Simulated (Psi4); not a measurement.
# C3H7F (2-fluoropropane) at B3LYP/6-31G(d) (spherical functions)

Aim: the energy change on altering one bond length of C3H7F (2-fluoropropane) at B3LYP/6-31G* (spherical functions), from 2 runs. 

The calculation is run with Psi4 1.11.

5 further runs of the same task are left out: 4 that didn't finish, 1 set aside as unsound or not needed.

### 1 The structure to begin with

The species is C3H7F (11 atoms), meant as a singlet with charge 0. As SMILES, `CC(C)F`. Geometry: relaxed at PBE0-D4/def2-TZVP.

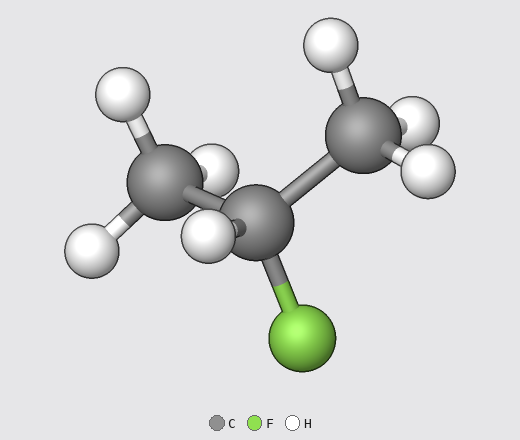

The structure, seen from a chosen angle (carbon grey, fluorine green, hydrogen white).

### 2 Energy and forces at B3LYP/6-31G(d) (spherical functions)

job.inp reads:

```
memory 1.6 GB

molecule m {
  0 1
  C     -0.234500     1.045100    -0.703000
  C     -0.479600    -0.306600    -0.081300
  C      0.626400    -0.766200     0.834700
  F     -0.614100    -1.242400    -1.108400
  H     -1.041900     1.303400    -1.390000
  H     -0.180600     1.814100     0.071000
  H      0.707700     1.043900    -1.256000
  H     -1.436600    -0.307200     0.453700
  H      1.578500    -0.788700     0.299400
  H      0.417300    -1.766700     1.216600
  H      0.722800    -0.085600     1.683800
  units angstrom
  symmetry c1
  no_reorient
  no_com
}

set globals {
  basis                6-31G*
  puream               true
  e_convergence        1e-09
  d_convergence        1e-08
  scf_type             pk
  dft_radial_points    99
  dft_spherical_points 590
}

e, wfn = gradient("b3lyp", return_wfn=True)
oeprop(wfn, "LOWDIN_CHARGES", "MAYER_INDICES", "QUADRUPOLE", title="B3LYP")
```

Run with:

```
$ psi4 -n 1 job.inp job.out
```

job.out:

```text
[...]
  Running in c1 symmetry.
[...]
  Nuclear repulsion =  133.058599214639941
[...]
  Multiplicity = 1
[...]
  Nalpha       = 17
  Nbeta        = 17
[...]
    Number of basis functions: 70
[...]
   @RKS iter   1:  -218.09503866280511   -3.19429e-01   1.04859e-02 DIIS/ADIIS
[...]
   @RKS iter  10:  -218.37445871254926   -3.43903e-12   8.85741e-09 DIIS
[...]
  @RKS Final Energy:  -218.37445871254926
   => Energetics <=
    Nuclear Repulsion Energy =            133.0585992146399406
    One-Electron Energy =                -561.6248303570296230
    Two-Electron Energy =                 233.9929602306645506
    DFT Exchange-Correlation Energy =     -23.8011878008240920
    Empirical Dispersion Energy =           0.0000000000000000
    VV10 Nonlocal Energy =                  0.0000000000000000
    Total Energy =                       -218.3744587125492558
[...]
  -Total Gradient:
     Atom            X                  Y                   Z
    ------   -----------------  -----------------  -----------------
       1       -0.000283031192    -0.004258427989     0.000822220841
       2        0.005312282360     0.001826980780    -0.000763697490
       3       -0.002672536770     0.000684973564    -0.003408162985
       4       -0.000136772251     0.004339381879     0.005172651760
       5        0.001460126524    -0.000680273179     0.001763276641
       6       -0.000310227297    -0.002347608350    -0.001107478888
       7       -0.001750590803    -0.000305420189     0.001455004134
       8        0.001316378961    -0.000932105572    -0.001841839351
       9       -0.002099073375     0.000419907759     0.000842995384
      10        0.000063227500     0.002266629791    -0.000756286050
      11       -0.000908804756    -0.001018753855    -0.002179232114
[...]
 Multipole Moments:
 ------------------------------------------------------------------------------------
     Multipole            Electronic (a.u.)      Nuclear  (a.u.)        Total (a.u.)
 ------------------------------------------------------------------------------------
 L = 1.  Multiply by 2.5417464519 to convert [e a0] to [Debye]
 Dipole X            :         10.0976495           -9.9889033            0.1087462
 Dipole Y            :         19.6032355          -19.1516184            0.4516171
 Dipole Z            :         16.7127939          -16.2416291            0.4711648
 Magnitude           :                                                    0.6616494
 L = 2.  Multiply by 1.3450342976 to convert [e a0^2] to [Debye ang]
 Quadrupole XX       :        -69.6304850           51.1713653          -18.4591197
 Quadrupole XY       :         -3.6937982            3.0322805           -0.6615176
[...]
```

Wall time 21 s (1 thread of Intel Xeon Platinum 8488C (Sapphire Rapids), shared host); peak memory 0.85 GiB.

### 3 The distorted shape at the same level

run.py reads:

```python
import numpy as np
from ase.calculators.psi4 import Psi4
from ase import Atoms

mol = Atoms(['C', 'C', 'C', 'F', 'H', 'H', 'H', 'H', 'H', 'H', 'H'], positions=[
    [-0.375854, 1.045280, -0.620036],
    [-0.620954, -0.306420, 0.001664],
    [0.485046, -0.766020, 0.917664],
    [-0.755454, -1.242220, -1.025436],
    [-1.183254, 1.303580, -1.307036],
    [-0.321954, 1.814280, 0.153964],
    [0.707700, 1.043900, -1.256000],
    [-1.577954, -0.307020, 0.536664],
    [1.437146, -0.788520, 0.382364],
    [0.275946, -1.766520, 1.299564],
    [0.581446, -0.085420, 1.766764],
])
calc = Psi4(atoms=mol, method='b3lyp', basis='6-31G*', memory='1600MB', num_threads=1, charge=0, multiplicity=1, label='psi4-calc')
calc.psi4.set_options({'puream': True, 'e_convergence': 1e-09, 'd_convergence': 1e-08, 'scf_type': 'pk', 'dft_radial_points': 99, 'dft_spherical_points': 590})
mol.calc = calc

forces = mol.get_forces()
print(f'energy: {mol.get_potential_energy():.6f} eV')
print('forces / eV A^-1')
print(np.round(forces, 5))
```

Run with:

```
$ python run.py
```

psi4-calc.dat:

```text
[...]
  Running in c1 symmetry.
[...]
  Nuclear repulsion =  132.459215777304593
[...]
  Multiplicity = 1
[...]
  Nalpha       = 17
  Nbeta        = 17
[...]
    Number of basis functions: 70
[...]
   @RKS iter   1:  -218.08614288083564   -3.65973e-01   1.03704e-02 DIIS/ADIIS
[...]
   @RKS iter  11:  -218.36282282690485   -3.21165e-12   3.54606e-09 DIIS
[...]
    Orbital Energies [Eh]
    ---------------------
    Doubly Occupied:
       1A    -24.651571     2A    -10.252365     3A    -10.186294
       4A    -10.170453     5A     -1.165262     6A     -0.784136
       7A     -0.693932     8A     -0.588736     9A     -0.496529
      10A     -0.464237    11A     -0.449338    12A     -0.399062
      13A     -0.389530    14A     -0.373524    15A     -0.368516
      16A     -0.319454    17A     -0.314702
[...]
  @RKS Final Energy:  -218.36282282690485
   => Energetics <=
    Nuclear Repulsion Energy =            132.4592157773045926
    One-Electron Energy =                -560.4434675241045625
    Two-Electron Energy =                 233.3804878957688800
    DFT Exchange-Correlation Energy =     -23.7590589758737885
    Empirical Dispersion Energy =           0.0000000000000000
    VV10 Nonlocal Energy =                  0.0000000000000000
    Total Energy =                       -218.3628228269048464
[...]
 Multipole Moments:
 ------------------------------------------------------------------------------------
     Multipole            Electronic (a.u.)      Nuclear  (a.u.)        Total (a.u.)
 ------------------------------------------------------------------------------------
 L = 1.  Multiply by 2.5417464519 to convert [e a0] to [Debye]
 Dipole X            :         -2.4354291            2.4998797            0.0644506
 Dipole Y            :         -3.9224156            4.3659065            0.4434909
 Dipole Z            :         -3.2397161            3.7400744            0.5003583
 Magnitude           :                                                    0.6717116
[...]
  -Total Gradient:
     Atom            X                  Y                   Z
    ------   -----------------  -----------------  -----------------
       1       -0.051335798831    -0.003424715466     0.030391304338
       2        0.001026042654     0.002024873468     0.002212549406
       3       -0.002612996549     0.000941810357    -0.003739530570
       4        0.000368882718     0.004293859914     0.004493118403
       5       -0.001049454613    -0.000565051482     0.003415338393
       6       -0.002764375292    -0.002329288633     0.000194626959
       7        0.057150561311    -0.000659638075    -0.033128139213
       8        0.001688258768    -0.001793151675    -0.001761201517
       9       -0.001759046419     0.000286557638     0.000953858897
      10        0.000185741117     0.002253914986    -0.000830950473
      11       -0.000906578212    -0.001035412688    -0.002203373983
[...]
```

Standard output:

```text
energy: -5941.955065 eV
forces / eV A^-1
[[ 2.63979  0.17611 -1.56278]
 [-0.05276 -0.10412 -0.11377]
 [ 0.13437 -0.04843  0.19229]
 [-0.01897 -0.2208  -0.23105]
 [ 0.05397  0.02906 -0.17562]
 [ 0.14215  0.11978 -0.01001]
 [-2.9388   0.03392  1.70352]
 [-0.08681  0.09221  0.09056]
 [ 0.09045 -0.01474 -0.04905]
 [-0.00955 -0.1159   0.04273]
 [ 0.04662  0.05324  0.1133 ]]
```

Wall time 23 s (1 thread of Intel Xeon Platinum 8488C (Sapphire Rapids), shared host); peak memory 0.87 GiB.

### 4 Results

At B3LYP/6-31G* (spherical functions):

| quantity | value |
| --- | --- |
| first shape: total energy | -218.37446 Eh |
| first shape: dipole moment | 1.68 D |
| first shape: HOMO energy | -8.57 eV |
| first shape: LUMO energy | 2.56 eV |
| first shape: HOMO–LUMO gap | 11.13 eV |
| first shape: largest force on an atom | 0.347 eV/Å |
| distorted shape: total energy | -218.36282 Eh |
| distorted shape: dipole moment | 1.71 D |
| distorted shape: HOMO energy | -8.56 eV |
| distorted shape: LUMO energy | 2.41 eV |
| distorted shape: HOMO–LUMO gap | 10.97 eV |
| distorted shape: largest force on an atom | 3.397 eV/Å |
| energy change with the C1–H7 bond stretched from 1.092 to 1.256 Å | 0.317 eV |

**Reading.** With the C1–H7 bond stretched from 1.092 to 1.256 Å the energy rises by 0.32 eV (7.3 kcal/mol). The first shape isn't relaxed at this level, so the change isn't measured from a minimum. The largest force (first shape) is 0.35 eV/Å: the shape isn't a stationary point for this species at this level.
